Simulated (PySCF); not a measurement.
## Electronic structure of C$_{4}$H$_{7}$GeNO$_{2}$ (SMILES N#CC[C@H]1C[O][GeH2][O]1) in real space

```xyz
15

N    -3.1615    0.2422    1.3046
C    -2.3423    0.4210    0.5287
C    -1.3122    0.6306   -0.4556
C    -0.3745   -0.5856   -0.5305
C     0.7771   -0.3130   -1.5190
O     1.8048    0.3692   -0.8334
Ge    1.7576   -0.0249    0.9033
O     0.1971   -0.8528    0.7268
H    -0.7221    1.5090   -0.1702
H    -1.7799    0.8022   -1.4286
H    -0.9412   -1.4728   -0.8339
H     0.4531    0.3108   -2.3553
H     1.1549   -1.2642   -1.9069
H     2.7759   -1.0273    1.3642
H     1.7089    1.2635    1.6780
```

Geometry: GFN2-xTB.

Method: PySCF 2.14.0, CAM-B3LYP/def2-SVPD, SCF density, gas phase.

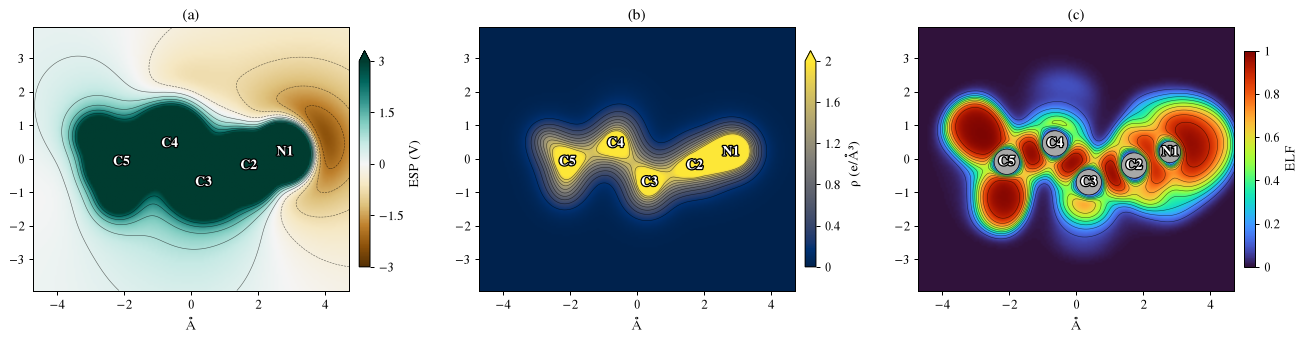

Figure 1. (a) electrostatic potential; (b) total electron density; (c) electron localisation function on the plane of atoms C2, C3 and C4. Grey discs cover the atomic cores in the ELF map.

Question: Read the bonding off the picture.

Answer: The plane passes through N and C nuclei. C–N (1.14 Å): the density is about 3.6 e/Å³ at the midpoint; the ELF peaks at about 0.85 between the atoms: a multiple bond. C–C (1.44 Å): ρ at the midpoint is about 1.9 e/Å³; the ELF peaks at about 0.95 between the atoms, as expected for a covalent bond. C–C (1.54 Å): ρ is about 1.7 e/Å³ halfway; the ELF peaks at about 0.95 between the atoms: a shared electron pair. The ELF also peaks beside N1, away from the bonds: lone-pair regions. Outside the dense part of the molecule the potential is most negative (−2.4 V) near N1.

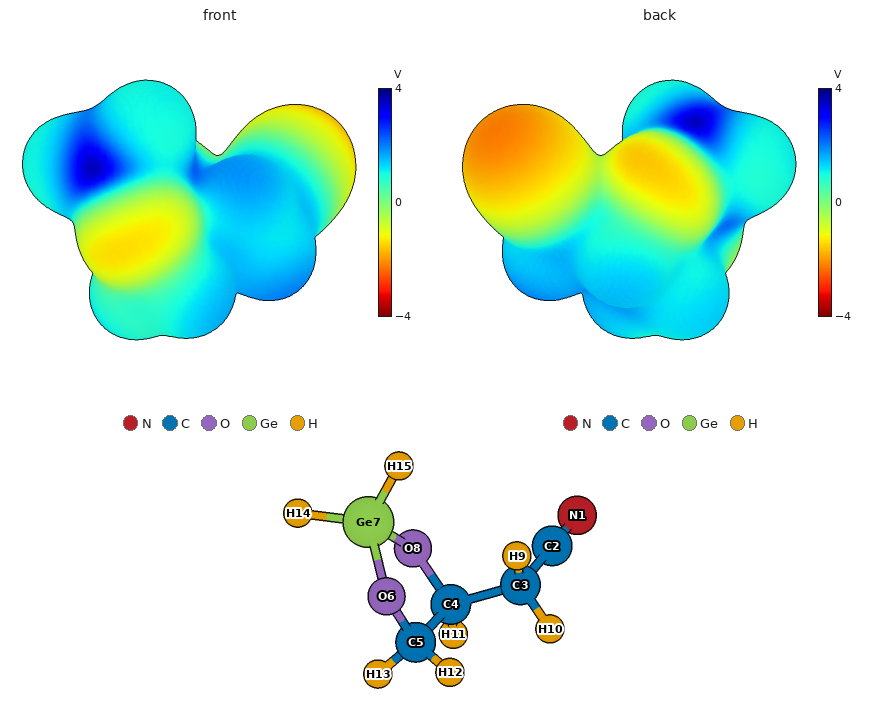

Figure 2. The electrostatic potential painted on the density surface at 0.004 e/bohr³, seen from the front and from behind; the colour scale runs from red (negative) to blue (positive). The bare structure is drawn below in the same view.

Question: Where is the surface potential most negative and most positive?

Answer: The most negative region (about −2.2 V) lies over N1, the most positive (about +3.4 V) over Ge7. N1 is the likeliest acceptor of a hydrogen bond.

Question: How polar is the molecule by this calculation?

Answer: Its dipole moment is 4.09 D.
